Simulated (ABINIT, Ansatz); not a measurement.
# Lattice dynamics of AlBiS3 (Pm-3m) in two programs, part 3 of 4

Aim: the phonon dispersion of AlBiS3 (Pm-3m), checked by a second program.

ABINIT 10.8.3; DFT LDA, scalar-relativistic, plane waves, HGH norm-conserving pseudopotentials.

So far. Step 3 (Ground state): The cell stands at -0.62 GPa: the relaxation ran with a smoothed and higher cutoff, and the difference is a stress of the finite basis. Step 4 (Linear response at Γ): The acoustic modes at Γ come out as far as 3.3 cm⁻¹ from zero, where they should vanish, a small numerical error. The lowest optical mode is imaginary, 151i cm⁻¹, an instability at this level and on this k mesh. The relaxed cell has a = 4.569 Å (conventional setting).

The structure was built from a prototype and need not be the compound's stable phase.

### Step 5. Phonons on a q mesh

Linear response treats each wavevector in the unit cell, with no supercell; the 2×2×2 mesh fixes the range of the force constants to be had.

dfpt_q.abi reads:

```
ndtset 3

# wavevectors
qpt1 0.5 0.0 0.0
qpt2 0.5 0.5 0.0
qpt3 0.5 0.5 0.5

# displacements
getwfk_filepath "gso_WFK"
getwfq_filepath "gso_WFK"
kptopt 3
nqpt 1
rfphon 1
rfatpol 1 5
rfdir 1 1 1
tolvrs 1.0d-10
prtwf 0

# basis, mesh and filling
ecut 24.0
ixc 7
ngkpt 6 6 6
nshiftk 1
shiftk 0.0 0.0 0.0
istwfk *1
occopt 7
tsmear 0.01
nband 20
nstep 100
diemac 1000000.0
prtebands 0
prtgsr 0
useylm 1

# cell and atoms
acell 3*1.0 Angstrom
rprim 
    4.569030356 0.0 0.0
    0.0 4.569030356 0.0
    0.0 0.0 4.569030356
ntypat 3
znucl 83 13 16
natom 5
typat 1 2 3 3 3
xred 
    0.0 0.0 0.0
    0.5 0.5 0.5
    0.5 0.5 0.0
    0.5 0.0 0.5
    0.0 0.5 0.5
pp_dirpath "./pseudo"
pseudos "Bi.hgh, Al.hgh, S.hgh"
```

Launch:

```bash
$ OMP_NUM_THREADS=1 mpirun -n 4 abinit dfpt_q.abi > dfpt_q.log
```

Numbers of over 12 decimals in the logs are rounded to 6 here.

dfpt_q.abo, the main output file:

```text
[banners, grids, parts of the stress and lines that vanish by symmetry left out]
- input  file    -> dfpt_q.abi
- output file    -> dfpt_q.abo
- root for input  files -> dfpt_qi
[...]
DATASET    1 : space group Pm -3 m (#221); Bravais cP (primitive cubic)
[...]
nfft =       64000          nkpt =         216
[...]
DATASET    2 : space group Pm -3 m (#221); Bravais cP (primitive cubic)
[...]
nfft =       64000          nkpt =         216
[...]
DATASET    3 : space group Pm -3 m (#221); Bravais cP (primitive cubic)
[...]
nfft =       64000          nkpt =         216
[...]
== DATASET  1 ==================================================================
[...]
cutoff_energies: {ecut:  24.0, pawecutdg:  -1.0, }
[...]
Exchange-correlation functional for the present dataset will be:
  LDA: Perdew-Wang 92 LSD fit to Ceperley-Alder data - ixc=7
[...]
Perturbation : displacement of atom   1   along direction   1
[...]
-ETOT  1   3633.4635016492      3.461E+03 1.944E+01 3.528E+07
 ETOT  2   2104.8180798487     -1.529E+03 1.827E+01 1.497E+07
 ETOT  3   151.18117666089     -1.954E+03 9.546E-01 1.320E+06
 ETOT  4   2.344721     -1.488E+02 4.317E-01 1.371E+04
 ETOT  5  0.993660     -1.351E+00 1.172E-01 6.158E+01
[...]
At SCF step   14       vres2   =  2.81E-11 < tolvrs=  1.00E-10 =>converged.
[...]
Perturbation : displacement of atom   1   along direction   2
[...]
-ETOT  1   25.634345151785     -1.045E+02 1.669E+00 7.943E+04
[...]
At SCF step   11       vres2   =  4.64E-11 < tolvrs=  1.00E-10 =>converged.
[...]
Perturbation : displacement of atom   2   along direction   1
[...]
-ETOT  1   1283.6754957504      1.214E+03 5.410E+00 1.241E+07
[...]
At SCF step   13       vres2   =  1.03E-11 < tolvrs=  1.00E-10 =>converged.
[...]
Perturbation : displacement of atom   2   along direction   2
[...]
-ETOT  1   39.991432229098     -1.489E+01 9.402E-01 7.848E+04
[...]
At SCF step   11       vres2   =  2.74E-11 < tolvrs=  1.00E-10 =>converged.
[...]
Perturbation : displacement of atom   3   along direction   1
[...]
-ETOT  1   6130.6260567266      5.583E+03 1.675E+01 6.034E+07
[...]
Perturbation : displacement of atom   3   along direction   2
[...]
-ETOT  1   312.38528504161     -1.746E+02 4.461E+00 6.835E+05
[...]
Perturbation : displacement of atom   3   along direction   3
[...]
-ETOT  1   386.29318880737     -1.407E+02 1.640E+01 8.221E+05
[...]
Perturbation : displacement of atom   5   along direction   1
[...]
-ETOT  1   7617.7391631387      7.030E+03 3.727E+01 7.368E+07
[...]
Perturbation : displacement of atom   5   along direction   2
[...]
-ETOT  1   293.82391223015     -1.931E+02 7.865E+00 6.404E+05
[...]
Phonon wavevector (reduced coordinates) :  0.50000  0.00000  0.00000
 Phonon energies in Hartree :
[...]
Phonon frequencies in cm-1    :
- -1.848168E+02 -1.364289E+02 -1.364289E+02 -1.308747E+02 -1.308747E+02
-  4.028967E+01  5.337554E+01  5.337554E+01  9.193435E+01  1.243184E+02
-  1.243184E+02  3.295841E+02  3.800274E+02  4.544979E+02  4.544979E+02
[...]
== DATASET  2 ==================================================================
[...]
cutoff_energies: {ecut:  24.0, pawecutdg:  -1.0, }
[...]
Exchange-correlation functional for the present dataset will be:
  LDA: Perdew-Wang 92 LSD fit to Ceperley-Alder data - ixc=7
[...]
Perturbation : displacement of atom   1   along direction   1
[...]
-ETOT  1   449.24992848041      2.973E+02 1.093E+01 2.426E+06
[...]
Perturbation : displacement of atom   1   along direction   3
[...]
-ETOT  1   13.016538227100     -1.157E+02 4.473E-01 3.854E+04
[...]
Perturbation : displacement of atom   2   along direction   1
[...]
-ETOT  1   308.47030408952      2.458E+02 6.628E+00 1.439E+06
[...]
Perturbation : displacement of atom   2   along direction   3
[...]
-ETOT  1   33.118531206959     -2.123E+01 1.270E+00 5.581E+04
[...]
Perturbation : displacement of atom   3   along direction   1
[...]
-ETOT  1   1329.7261965866      8.114E+02 4.998E+01 6.715E+06
[...]
Perturbation : displacement of atom   3   along direction   3
[...]
-ETOT  1   344.41598636770     -1.805E+02 4.178E+00 6.706E+05
[...]
Perturbation : displacement of atom   4   along direction   1
[...]
-ETOT  1   1455.9691886182      9.377E+02 7.877E+01 7.310E+06
[...]
Perturbation : displacement of atom   4   along direction   2
[...]
-ETOT  1   1701.8553650248      1.143E+03 1.461E+01 8.521E+06
[...]
Perturbation : displacement of atom   4   along direction   3
[...]
-ETOT  1   266.07808067698     -2.187E+02 5.384E+00 5.301E+05
[...]
Phonon wavevector (reduced coordinates) :  0.50000  0.50000  0.00000
 Phonon energies in Hartree :
[...]
Phonon frequencies in cm-1    :
- -2.539282E+02 -1.611534E+02 -1.611534E+02 -8.588514E+01 -8.588514E+01
- -3.368256E+01  6.629211E+01  6.629211E+01  1.531899E+02  1.614122E+02
-  3.208463E+02  3.370393E+02  3.370393E+02  4.154832E+02  4.558653E+02
[...]
== DATASET  3 ==================================================================
[...]
cutoff_energies: {ecut:  24.0, pawecutdg:  -1.0, }
[...]
Exchange-correlation functional for the present dataset will be:
  LDA: Perdew-Wang 92 LSD fit to Ceperley-Alder data - ixc=7
[...]
Perturbation : displacement of atom   1   along direction   1
[...]
-ETOT  1   154.57209020615      1.037E+01 5.287E+00 6.258E+05
[...]
Perturbation : displacement of atom   2   along direction   1
[...]
-ETOT  1   149.34052671460      8.941E+01 3.809E+00 4.904E+05
[...]
Perturbation : displacement of atom   3   along direction   1
[...]
-ETOT  1   643.88886351718      1.367E+02 6.631E+00 2.237E+06
[...]
At SCF step   11       vres2   =  9.59E-11 < tolvrs=  1.00E-10 =>converged.
[...]
Perturbation : displacement of atom   3   along direction   3
[...]
-ETOT  1   1004.1221461800      4.569E+02 2.690E+00 3.501E+06
[...]
ETOT 11   12.044383544584     -8.754E-12 1.015E-06 8.441E-10
 ETOT 12   12.044383544590      6.480E-12 1.022E-06 2.856E-11
 At SCF step   12       vres2   =  2.86E-11 < tolvrs=  1.00E-10 =>converged.
[...]
Phonon wavevector (reduced coordinates) :  0.50000  0.50000  0.50000
 Phonon energies in Hartree :
[...]
Phonon frequencies in cm-1    :
- -2.292213E+02 -2.292213E+02 -2.292213E+02 -9.864760E+01 -9.864760E+01
- -9.864760E+01  1.378583E+02  1.378583E+02  1.378583E+02  3.178019E+02
-  3.178019E+02  3.480161E+02  3.480161E+02  3.480161E+02  4.443178E+02
[...]
strten2     0.0000000000E+00  0.0000000000E+00  0.0000000000E+00
           strten3     0.0000000000E+00  0.0000000000E+00  0.0000000000E+00
================================================================================
```

The job ended after 40 min (4 MPI ranks of Intel Xeon at 2.70GHz, shared host; 2.6 h of CPU time).

Read from the output:

```
lowest mode on the q mesh (acoustic ones at the zone centre apart) : -253.9 cm⁻¹
```

Frequencies (cm⁻¹) before the sum rule at the irreducible wavevectors but Γ, which is solved apart; negative means imaginary. Frequencies by wavevector:

| q (fractions) | star | mode 1 | mode 2 | mode 3 | mode 4 | mode 13 | mode 14 | mode 15 |
| --- | --- | --- | --- | --- | --- | --- | --- | --- |
| 0.5 0 0 | 3 | -184.8 | -136.4 | -136.4 | -130.9 | 380 | 454.5 | 454.5 |
| 0.5 0.5 0 | 3 | -253.9 | -161.2 | -161.2 | -85.89 | 337 | 415.5 | 455.9 |
| 0.5 0.5 0.5 | 1 | -229.2 | -229.2 | -229.2 | -98.65 | 348 | 348 | 444.3 |

### Step 6. Interpolated phonon bands

anaddb transforms the dynamical matrices to force constants and back along the path; points of the mesh come back as solved, but for the sum rule and, in polar crystals, the LO-TO term at Γ; the rest is interpolation.

anaddb.abi reads:

```
ddb_filepath "all_DDB"
output_file "anaddb.abo"
outdata_prefix "anaddb"
ifcflag 1
ngqpt 2 2 2
nqshft 1
q1shft 0.0 0.0 0.0
asr 1
chneut 0
dipdip 0
dipquad 0
quadquad 0
enunit 0
eivec 0
nph1l 62
qph1l 
    0.0 0.0 0.0 1.0
    0.0 0.05 0.0 1.0
    0.0 0.1 0.0 1.0
    0.0 0.15 0.0 1.0
    0.0 0.2 0.0 1.0
    0.0 0.25 0.0 1.0
    0.0 0.3 0.0 1.0
    0.0 0.35 0.0 1.0
    0.0 0.4 0.0 1.0
    0.0 0.45 0.0 1.0
    0.0 0.5 0.0 1.0
    0.05 0.5 0.0 1.0
    0.1 0.5 0.0 1.0
    0.15 0.5 0.0 1.0
    0.2 0.5 0.0 1.0
    0.25 0.5 0.0 1.0
    0.3 0.5 0.0 1.0
    0.35 0.5 0.0 1.0
    0.4 0.5 0.0 1.0
    0.45 0.5 0.0 1.0
    0.5 0.5 0.0 1.0
    0.45 0.45 0.0 1.0
    0.4 0.4 0.0 1.0
    0.35 0.35 0.0 1.0
    0.3 0.3 0.0 1.0
    0.25 0.25 0.0 1.0
    0.2 0.2 0.0 1.0
    0.15 0.15 0.0 1.0
    0.1 0.1 0.0 1.0
    0.05 0.05 0.0 1.0
    0.0 0.0 0.0 1.0
    0.05 0.05 0.05 1.0
    0.1 0.1 0.1 1.0
    0.15 0.15 0.15 1.0
    0.2 0.2 0.2 1.0
    0.25 0.25 0.25 1.0
    0.3 0.3 0.3 1.0
    0.35 0.35 0.35 1.0
    0.4 0.4 0.4 1.0
    0.45 0.45 0.45 1.0
    0.5 0.5 0.5 1.0
    0.45 0.5 0.45 1.0
    0.4 0.5 0.4 1.0
    0.35 0.5 0.35 1.0
    0.3 0.5 0.3 1.0
    0.25 0.5 0.25 1.0
    0.2 0.5 0.2 1.0
    0.15 0.5 0.15 1.0
    0.1 0.5 0.1 1.0
    0.05 0.5 0.05 1.0
    0.0 0.5 0.0 1.0
    0.5 0.5 0.5 1.0
    0.5 0.5 0.45 1.0
    0.5 0.5 0.4 1.0
    0.5 0.5 0.35 1.0
    0.5 0.5 0.3 1.0
    0.5 0.5 0.25 1.0
    0.5 0.5 0.2 1.0
    0.5 0.5 0.15 1.0
    0.5 0.5 0.1 1.0
    0.5 0.5 0.05 1.0
    0.5 0.5 0.0 1.0
```

mrgddb.in reads:

```
all_DDB
merged
4
dfpt_gammao_DDB
dfpt_qo_DS1_DDB
dfpt_qo_DS2_DDB
dfpt_qo_DS3_DDB
```

Launch:

```bash
$ mrgddb < mrgddb.in > mrgddb.log
$ OMP_NUM_THREADS=1 anaddb anaddb.abi > anaddb.log
```

anaddb.abo, the main output file:

```text
[banners, grids, parts of the stress and lines that vanish by symmetry left out]
-outvars_anaddb: echo values of input variables ----------------------

 Flags :
[...]
Phonon wavevector (reduced coordinates) :  0.00000  0.00000  0.00000
 Phonon energies in Hartree :
[...]
Phonon frequencies in cm-1    :
- -1.511970E+02 -1.511970E+02 -1.511970E+02 -1.493253E+02 -1.493253E+02
- -1.493253E+02  0.000000E+00  0.000000E+00  0.000000E+00  1.040149E+02
-  1.040149E+02  1.040149E+02  4.567205E+02  4.567205E+02  4.567205E+02
[...]
Phonon wavevector (reduced coordinates) :  0.00000  0.05000  0.00000
 Phonon energies in Hartree :
[...]
Phonon frequencies in cm-1    :
- -1.521128E+02 -1.507010E+02 -1.507010E+02 -1.490074E+02 -1.490074E+02
- -1.473341E+02  8.319991E+00  8.319991E+00  1.935770E+01  1.044723E+02
-  1.044723E+02  1.106619E+02  4.558675E+02  4.566682E+02  4.566682E+02
[...]
Phonon wavevector (reduced coordinates) :  0.00000  0.10000  0.00000
 Phonon energies in Hartree :
[...]
Phonon frequencies in cm-1    :
- -1.547398E+02 -1.493731E+02 -1.493731E+02 -1.479701E+02 -1.479701E+02
- -1.413991E+02  1.636208E+01  1.636208E+01  3.556141E+01  1.058176E+02
-  1.058176E+02  1.290989E+02  4.532936E+02  4.565159E+02  4.565159E+02
[...]
Phonon wavevector (reduced coordinates) :  0.00000  0.15000  0.00000
 Phonon energies in Hartree :
[...]
Phonon frequencies in cm-1    :
- -1.587450E+02 -1.477087E+02 -1.477087E+02 -1.459444E+02 -1.459444E+02
- -1.316288E+02  2.390058E+01  2.390058E+01  4.843085E+01  1.079616E+02
-  1.079616E+02  1.553276E+02  4.489564E+02  4.562770E+02  4.562770E+02
[...]
Phonon wavevector (reduced coordinates) :  0.00000  0.20000  0.00000
 Phonon energies in Hartree :
[...]
Phonon frequencies in cm-1    :
- -1.636523E+02 -1.459282E+02 -1.459282E+02 -1.430729E+02 -1.430729E+02
- -1.181829E+02  3.079143E+01  3.079143E+01  5.911245E+01  1.107338E+02
[...]
Phonon wavevector (reduced coordinates) :  0.00000  0.25000  0.00000
 Phonon energies in Hartree :
[...]
Phonon frequencies in cm-1    :
[...]
Phonon wavevector (reduced coordinates) :  0.00000  0.30000  0.00000
 Phonon energies in Hartree :
[...]
Phonon frequencies in cm-1    :
[...]
Phonon wavevector (reduced coordinates) :  0.00000  0.35000  0.00000
 Phonon energies in Hartree :
[...]
Phonon frequencies in cm-1    :
[...]
Phonon wavevector (reduced coordinates) :  0.00000  0.40000  0.00000
 Phonon energies in Hartree :
[...]
Phonon frequencies in cm-1    :
[...]
Phonon wavevector (reduced coordinates) :  0.00000  0.45000  0.00000
 Phonon energies in Hartree :
[...]
Phonon frequencies in cm-1    :
[...]
Phonon wavevector (reduced coordinates) :  0.00000  0.50000  0.00000
 Phonon energies in Hartree :
[...]
Phonon frequencies in cm-1    :
[...]
Phonon wavevector (reduced coordinates) :  0.05000  0.50000  0.00000
 Phonon energies in Hartree :
[...]
Phonon frequencies in cm-1    :
[...]
Phonon wavevector (reduced coordinates) :  0.10000  0.50000  0.00000
 Phonon energies in Hartree :
[...]
Phonon frequencies in cm-1    :
[...]
Phonon wavevector (reduced coordinates) :  0.15000  0.50000  0.00000
 Phonon energies in Hartree :
[...]
Phonon frequencies in cm-1    :
[...]
Phonon wavevector (reduced coordinates) :  0.25000  0.25000  0.25000
 Phonon energies in Hartree :
[...]
Phonon frequencies in cm-1    :
[...]
-  2.116241E+02  2.482524E+02  4.202301E+02  4.202301E+02  4.581620E+02
  Phonon wavevector (reduced coordinates) :  0.30000  0.30000  0.30000
 Phonon energies in Hartree :
[...]
Phonon frequencies in cm-1    :
- -2.144402E+02 -1.969933E+02 -1.969933E+02 -1.010689E+02 -1.010689E+02
- -6.527920E+01  1.162262E+02  1.162262E+02  1.206252E+02  2.391978E+02
-  2.391978E+02  2.800551E+02  4.056380E+02  4.056380E+02  4.565638E+02
  Phonon wavevector (reduced coordinates) :  0.35000  0.35000  0.35000
 Phonon energies in Hartree :
[...]
Phonon frequencies in cm-1    :
- -2.217613E+02 -2.098101E+02 -2.098101E+02 -9.878994E+01 -9.878994E+01
- -7.812549E+01  1.264827E+02  1.264827E+02  1.313678E+02  2.648469E+02
[...]
Phonon wavevector (reduced coordinates) :  0.40000  0.40000  0.40000
 Phonon energies in Hartree :
[...]
Phonon frequencies in cm-1    :
[...]
Phonon wavevector (reduced coordinates) :  0.45000  0.45000  0.45000
 Phonon energies in Hartree :
[...]
Phonon frequencies in cm-1    :
[...]
Phonon wavevector (reduced coordinates) :  0.50000  0.50000  0.50000
 Phonon energies in Hartree :
[...]
Phonon frequencies in cm-1    :
[...]
Phonon wavevector (reduced coordinates) :  0.50000  0.50000  0.05000
 Phonon energies in Hartree :
[...]
Phonon frequencies in cm-1    :
[...]
Phonon wavevector (reduced coordinates) :  0.50000  0.50000  0.00000
 Phonon energies in Hartree :
[...]
Phonon frequencies in cm-1    :
[...]
- -3.369038E+01  6.619754E+01  6.619754E+01  1.531870E+02  1.612452E+02
-  3.208504E+02  3.370349E+02  3.370349E+02  4.154864E+02  4.558660E+02
-
```

Wall time 0.69 s (1 thread).

This step gave:

```
lowest frequency on the path : -254.0 cm⁻¹
```

Anaddb. Phonon branches along the path, in cm⁻¹:

| point | branch 1 | branch 2 | branch 3 | branch 4 | branch 12 | branch 13 | branch 14 | branch 15 |
| --- | --- | --- | --- | --- | --- | --- | --- | --- |
| Γ | -151 | -151 | -151 | -149 | 104 | 457 | 457 | 457 |
| X | -185 | -137 | -137 | -131 | 330 | 380 | 454 | 454 |
| M | -254 | -161 | -161 | -86 | 337 | 337 | 416 | 456 |
| Γ | -151 | -151 | -151 | -149 | 104 | 457 | 457 | 457 |
| R | -229 | -229 | -229 | -99 | 348 | 348 | 348 | 444 |
| X | -185 | -137 | -137 | -131 | 330 | 380 | 454 | 454 |
| jump to R | -229 | -229 | -229 | -99 | 348 | 348 | 348 | 444 |
| M | -254 | -161 | -161 | -86 | 337 | 337 | 416 | 456 |

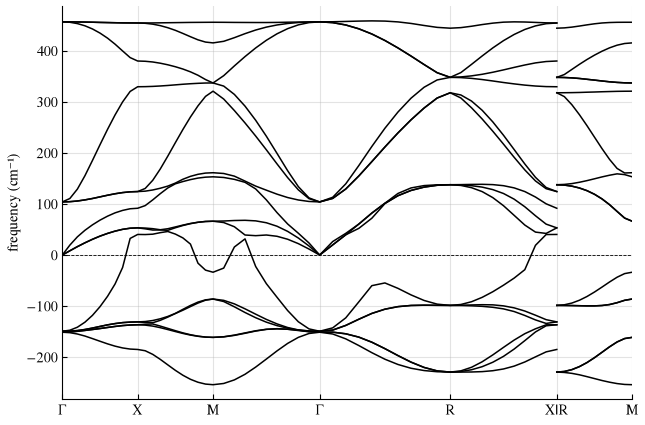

Phonon branches along the path.

The path dips to 254i cm⁻¹.

### Step 7. Density of states

Sums over the zone need many more wavevectors than were solved, so the interpolation is sampled on a dense mesh.

anaddb.abi reads:

```
ddb_filepath "all_DDB"
output_file "anaddb.abo"
outdata_prefix "anaddb"
ifcflag 1
ngqpt 2 2 2
nqshft 1
q1shft 0.0 0.0 0.0
asr 1
chneut 0
dipdip 0
dipquad 0
quadquad 0
prtdos 2
ng2qpt 10 10 10
dosdeltae 4.5563e-06
ntemper 11
temperinc 100.0
tempermin 0.0
```

Launch:

```bash
$ OMP_NUM_THREADS=1 anaddb anaddb.abi > anaddb.log
```

anaddb.abo, the main output file:

```text
-outvars_anaddb: echo values of input variables ----------------------

 Flags :
     ifcflag         1
 Miscellaneous information :
         asr         1
      chneut         0
 Interatomic Force Constants Inputs :
      dipdip         0
     dipquad         0
    quadquad         0
      ifcana         0
      ifcout         0
 Description of grid 1 :
        brav         1
       ngqpt         2         2         2
      nqshft         1
      q1shft
                     0.00000000E+00  0.00000000E+00  0.00000000E+00
 Phonon DOS information :
   dosdeltae  4.55630000E-06
    dossmear  4.55633525E-06
 Description of grid 2 (Fourier interp. or BZ sampling):
      ng2qpt        10        10        10
      ngrids         4
      q2shft         0.00000000E+00  0.00000000E+00  0.00000000E+00

================================================================================

 read the DDB information and perform some checks

  ==== Info on the Cryst% object ====
 Real(R)+Recip(G) space primitive vectors, cartesian coordinates (Bohr,Bohr^-1):
 R(1)=  8.6342160  0.0000000  0.0000000  G(1)=  0.1158183  0.0000000  0.0000000
 R(2)=  0.0000000  8.6342160  0.0000000  G(2)=  0.0000000  0.1158183  0.0000000
 R(3)=  0.0000000  0.0000000  8.6342160  G(3)=  0.0000000  0.0000000  0.1158183
 Unit cell volume ucvol=  6.4367810E+02 bohr^3
 Angles (23,13,12)=  9.00000000E+01  9.00000000E+01  9.00000000E+01 degrees
 Time-reversal symmetry is present
 Reduced atomic positions [iatom, xred, symbol]:
    1)    0.0000000  0.0000000  0.0000000  Bi
    2)    0.5000000  0.5000000  0.5000000  Al
    3)    0.5000000  0.5000000  0.0000000   S
    4)    0.5000000  0.0000000  0.5000000   S
    5)    0.0000000  0.5000000  0.5000000   S

 DDB file with 4 blocks has been read.

================================================================================

 Calculation of the interatomic forces

       Homogeneous q point set in the B.Z.
 Grid q points  :        8
  1)   0.00000000E+00  0.00000000E+00  0.00000000E+00
  2)   5.00000000E-01  0.00000000E+00  0.00000000E+00
  3)   0.00000000E+00  5.00000000E-01  0.00000000E+00
  4)   5.00000000E-01  5.00000000E-01  0.00000000E+00
  5)   0.00000000E+00  0.00000000E+00  5.00000000E-01
  6)   5.00000000E-01  0.00000000E+00  5.00000000E-01
  7)   0.00000000E+00  5.00000000E-01  5.00000000E-01
  8)   5.00000000E-01  5.00000000E-01  5.00000000E-01

 The interatomic forces have been obtained

================================================================================

 Calculation of phonon density of states

 Average speed of sound partial sums:     0.1359272958E-02 (at units)
-                                   =           2.9737 [km/s]

 Debye frequency from partial sums:     0.6136217634E-03 (Ha)
-                                 =     0.4037437250E+01 (THz)
-Debye temperature from partial sums:     0.1937664276E+03 (K)

 Average speed of sound:     0.1124579021E-03 (at units)
-                      =           0.2460 [km/s]

 Debye frequency from DOS:     0.5076729865E-04 (Ha)
-                        =     0.3340327786E+00 (THz)
-Debye temperature from DOS:     0.1603104499E+02 (K)

-
```

Wall time 1.1 s (1 thread).

Numbers from this step:

```
share of modes beyond 3i cm⁻¹ on the dense interpolated mesh : 0.3929
```

The phonon density of states has structure finer than the step of the table below, so its rows give means over 50 cm⁻¹, whole bins alone (the curve runs from -284 to 486 cm⁻¹). Peaks (cm⁻¹: height): -149.0: 0.0578, -99.0: 0.0881, 141.0: 0.0459, 456.0: 0.192.

Tetrahedra. Phonon density of states against wavenumber; means over each step:

| wavenumber (cm⁻¹) | phonon density of states (1/cm⁻¹/cell) |
| --- | --- |
| -250 | 0.00735 |
| -200 | 0.0233 |
| -150 | 0.0389 |
| -100 | 0.0338 |
| -50 | 0.0119 |
| 0 | 0.00449 |
| 50 | 0.0227 |
| 100 | 0.0267 |
| 150 | 0.0294 |
| 200 | 0.0119 |
| 250 | 0.0113 |
| 300 | 0.0130 |
| 350 | 0.0115 |
| 400 | 0.0173 |
| 450 | 0.0359 |

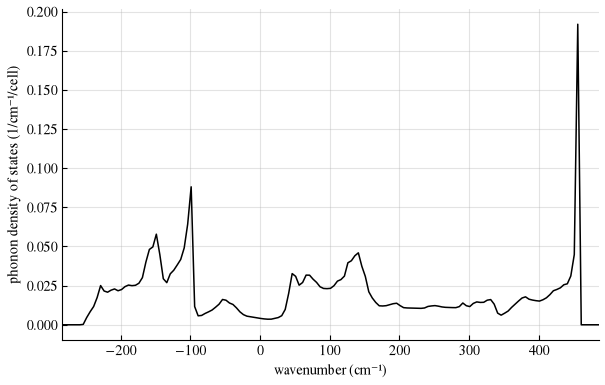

Phonon density of states against wavenumber.

(Continued in part 4 of 4.)

[Host names and launcher messages were left out of these logs when they were recorded.]

[Logs are printed without paths, hosts, clocks, repeated set-up lines and the standing remarks that a program may print on its own settings, such as how far it seeks lower states.]

[Hosts, paths, dates, database ids (printed as entryN), source tags and the programs' standing remarks are cut or masked in the printed files.]
